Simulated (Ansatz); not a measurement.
## KF (rock salt), frozen-phonon scan

Starting cell, KF (rock salt):

```
KF
1.0
    0.00000     5.42078     5.42078
    2.71039     0.00000     2.71039
    2.71039     2.71039     0.00000
F K
2 2
Cartesian
  0.00000   0.00000   0.00000
  2.71039   5.42078   2.71039
  2.71039   2.71039   2.71039
  2.71039   5.42078   5.42078
```

A phonon eigenvector at L = (0.5, 0.0, 0.0) is frozen into this cell: atom i moves by Q times the vector below, so Q is the largest atomic displacement, in Å. The cell is held. It is one choice among 2 degenerate patterns. (q is in reciprocal vectors of the primitive cell; the cell shown is doubled to hold the pattern.)

| atom | x | y | z |
|---|---|---|---|
| F1 | 0.285 | -0.520 | 0.805 |
| F2 | -0.285 | 0.520 | -0.805 |

Atoms not listed stay in place.

Level of theory: PBE (plane waves to 420 eV, PAW, scalar-relativistic; Ansatz, a program for electronic structure). k mesh 11×11×11 (Γ-centred), Fermi-Dirac smearing 0.05 eV. The energy includes the smearing's −TS. Compression counts positive. KF was relaxed with its symmetry unable to fall. The zero of ΔE is the undisplaced structure.

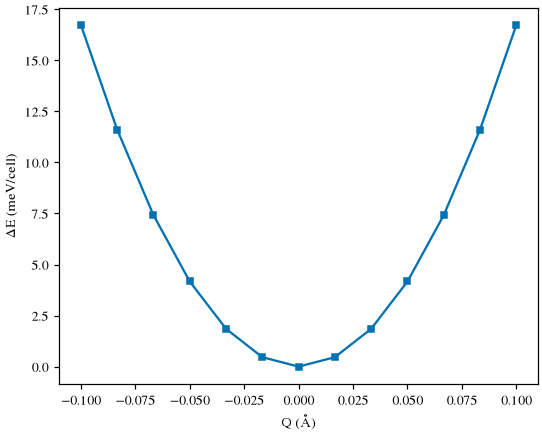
*ΔE (meV/cell) against Q (Å); markers are the computed points, lines only join them.*

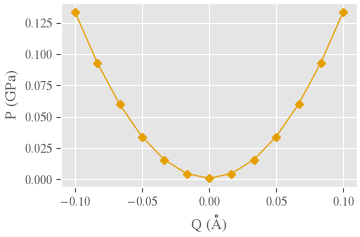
Figure: P (GPa) against Q (Å); markers are the computed points, lines only join them.

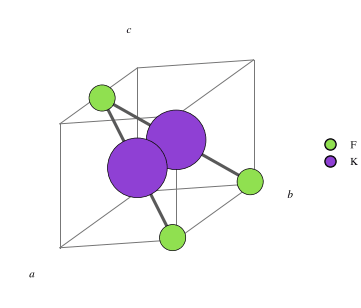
Figure: The cell of the calculation at Q = -0.100 Å.

The energy at Q = 0.100 Å comes out as 16.7 meV/cell. Harmonic wavenumber from the curvature (finite differences): 154 cm⁻¹. Symmetry of the curve: even: the same for both signs. Shape of the curve: a single well with its minimum at or next to zero displacement. Space group of the distorted cell: P-1 (No. 2), lowered from Fm-3m.

E″ = 3.33 eV/Å², M = Σ mᵢ|uᵢ|² = 38.0 u, ν̃ = 521.5·√(|E″|/M).

(For displaced atoms, the force is minus the slope of the energy, and its curvature is a force constant, which sets phonon frequencies.)
